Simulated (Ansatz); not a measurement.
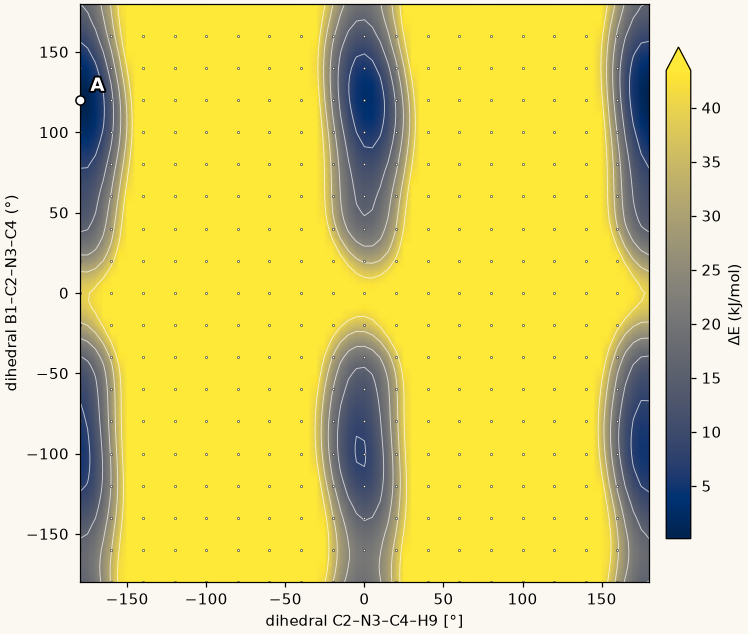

C2H6BN, SMILES BCN=C. Coordinates scanned: (1) dihedral C2–N3–C4–H9; (2) dihedral B1–C2–N3–C4. Nothing is relaxed (all other coordinates rigid). The scan uses an 18 × 18 grid. Points are written as (first, second). Energies: kJ/mol, counted from the relaxed molecule at the same level. The dihedral twists a double bond; near 90° a spin-restricted reference is unreliable. The calculation used RKS PBE-D4/def2-TZVP in Ansatz 0.2.0.

Drawn: a smooth colour map with a few white contour lines, dots at the grid points, one colour for all values above the top of the scale, the point A. Between grid points the surface is interpolated.

Question: What is the easiest way out of the well at A, and how high is the barrier?

Answer: The easiest path leads from the well at (−180°, 120°) to the well at (−180°, −100°), about 4.7 kJ/mol higher. Its highest point lies about 17 kJ/mol above the bottom of the first well on the interpolated surface, at about (180°, −165°). Seen from the upper well the barrier is about 13 kJ/mol. The start is the relaxed structure and all else is held, so a fully relaxed path at this level can only be lower.

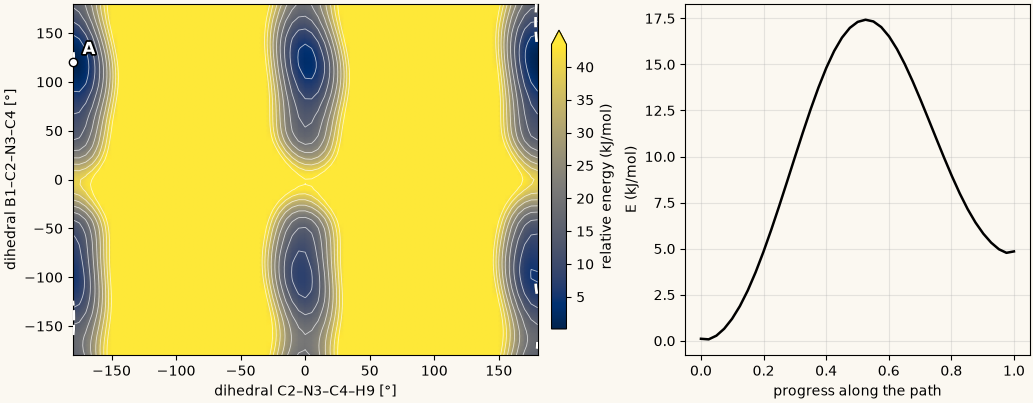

In the figure: a smooth colour map with a few white contour lines, a line along the lowest path, one colour for all values above the top of the scale, the energy along the path at the right. Between grid points the surface is interpolated.
